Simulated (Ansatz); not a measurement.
## Convergence study of the plane-wave cutoff for LaO₂ (Pm, 6 atoms in the cell)

```
LaO2
1.0
    4.32003     0.00000     0.00000
    0.00000     3.94590     0.00000
   -1.10215     0.00000     6.28707
La O
2 4
Direct
  0.80673   0.75000   0.20741
  0.19530   0.25000   0.80054
  0.17309   0.75000   0.54551
  0.82691   0.25000   0.45449
  0.25542   0.75000   0.03086
  0.74458   0.25000   0.96914
```

Method of the run: PBEsol, default PAW files made with PBE (plane waves; Ansatz, a first-principles code).

Base settings: basis.ecutwfc = 420 eV; kpoints.mp_grid.grid = 5 5 2; hamiltonian.xc = pbesol; hamiltonian.pseudopotentials = {kind: paw} (the program's default PAW files); scf.occupations.method = gaussian; scf.occupations.width = 0.1 eV.

The second cell is the first with its lattice scaled by 0.98.

The mesh stays at the base's, so the ladder's end is converged at best in this setting alone.

The first pressure column holds Ansatz's estimate of the finite-basis (Pulay) stress, which hides part of the cutoff error; the other is without it.

Only quantities that move along the ladder and can be compared are tabulated.

The count of work is k-points × plane waves × bands × iterations; it is no time. 

The starting cell comes from a database of computed structures (which also holds hypothetical and non-ambient phases and stackings), without a prior relaxation at this level. Its lattice was rescaled by up to half a per cent. One atom was moved a little off its site on purpose. In the base run, with a pressure of about -5 GPa the cell is away from its equilibrium volume at this level. Without a gap this mesh is coarse (it stands for a supercell whose shortest vector is 13 Å).

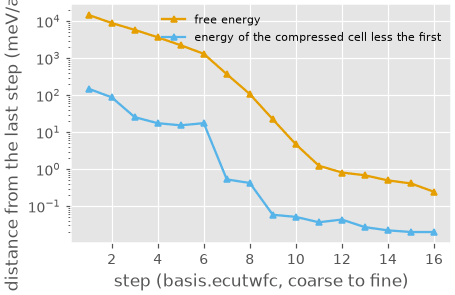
Distance from the last step along the ladder; very small values are drawn at a floor.

```tsv
basis.ecutwfc	free energy less the last step's (meV/atom)	energy of the compressed cell less the first (meV/atom)	pressure (GPa)	pressure without the Pulay estimate (GPa)	largest difference of a force vector from the last step's (eV/Å)	count of work / last
145 eV	14752.86	133.60	-1.50	-254.21	2.058	0.059
170 eV	8966.20	-103.35	-8.81	-199.08	0.245	0.076
190 eV	5836.28	-41.17	-8.71	-154.88	0.708	0.082
210 eV	3683.83	1.85	-4.12	-115.01	0.693	0.10
230 eV	2240.37	-0.30	-3.50	-82.56	0.277	0.12
250 eV	1315.62	1.87	-3.92	-57.22	0.107	0.14
295 eV	370.96	-15.11	-5.22	-24.50	0.034	0.16
335 eV	107.30	-16.06	-5.31	-12.33	0.021	0.19
380 eV	22.26	-15.70	-5.35	-7.21	0.003	0.23
420 eV	4.70	-15.59	-5.30	-5.77	0.001	0.27
460 eV	1.24	-15.60	-5.30	-5.38	0.001	0.31
505 eV	0.81	-15.60	-5.30	-5.30	0.001	0.35
565 eV	0.68	-15.61	-5.30	-5.31	0.000	0.42
630 eV	0.50	-15.62	-5.30	-5.31	0.000	0.49
735 eV	0.41	-15.62	-5.30	-5.31	0.000	0.62
840 eV	0.25	-15.63	-5.30	-5.31	0.000	0.76
1010 eV	0.00	-15.64	-5.30	-5.31	0.000	1.0
```

Coarsest basis.ecutwfc that holds the pressure within 0.2 GPa of the last step, with all finer ones: 295 eV, at 0.16 of the last step's count of work; the step before is off by 1.4 GPa.

Coarsest basis.ecutwfc that holds the pressure without the Pulay estimate within 0.2 GPa of the last step, with all finer ones: 460 eV, at 0.31 of the last step's count of work; the step before is off by 0.47 GPa.

Coarsest basis.ecutwfc that holds the forces within 0.005 eV/Å of the last step, with all finer ones: 380 eV, at 0.23 of the last step's count of work; the step before is off by 0.021 eV/Å.

The energy difference between the two cells stays within 1 meV/atom of the last step's from 295 eV on, the total only from 505 eV on: much of the error is common to both cells and cancels.

At the lowest cutoff the pressure without the Pulay estimate lies 249 GPa under the last step's, the usual sign of Pulay stress in an incomplete plane-wave basis.

Keys are those of Ansatz 0.2.
